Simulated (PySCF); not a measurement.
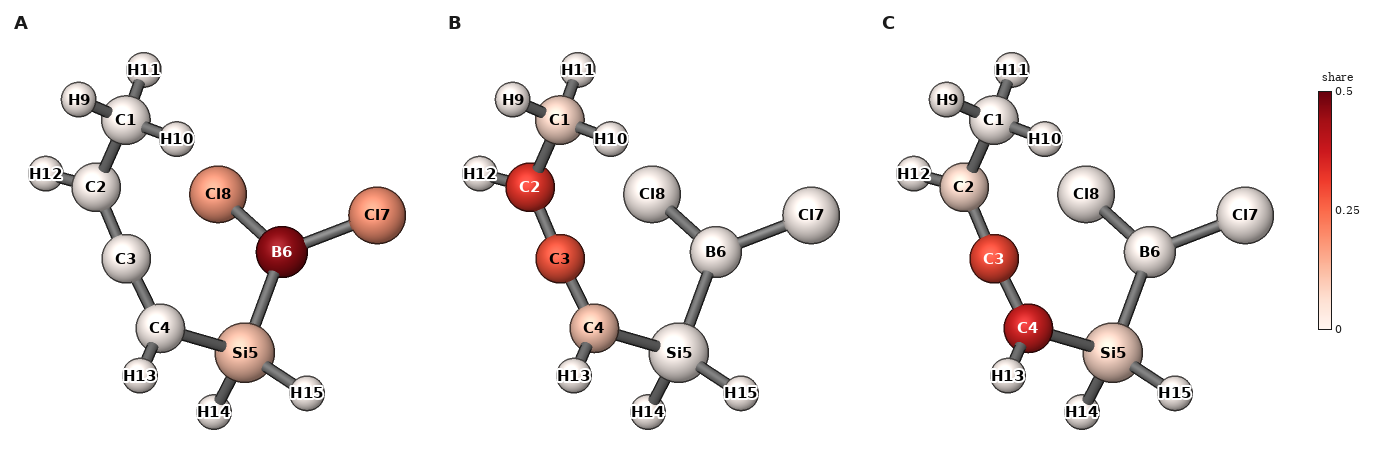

Each panel colours the atoms by their Löwdin share in one orbital (up to four of the largest shares; other atoms are shown as zero). Computed geometry: GFN2-xTB optimisation. No frequency run is at hand to confirm it as a minimum. Computed with PBE0/def2-SVPD (PySCF 2.14.0).

> The panels show the HOMO−1, HOMO, LUMO, in some order. Which is which?

A: LUMO, −2.19 eV; B6 0.45, Cl7 0.18, Cl8 0.17, Si5 0.11
B: HOMO, −7.11 eV; C2 0.32, C3 0.28, C4 0.11, C1 0.07
C: HOMO−1, −7.74 eV; C4 0.36, C3 0.29, Si5 0.08, C2 0.07

The geometry is semi-empirical. Around B, Si such bond lengths and angles can be off by a tenth of an ångström or more and by several degrees, and values that hang on the shape move with them.
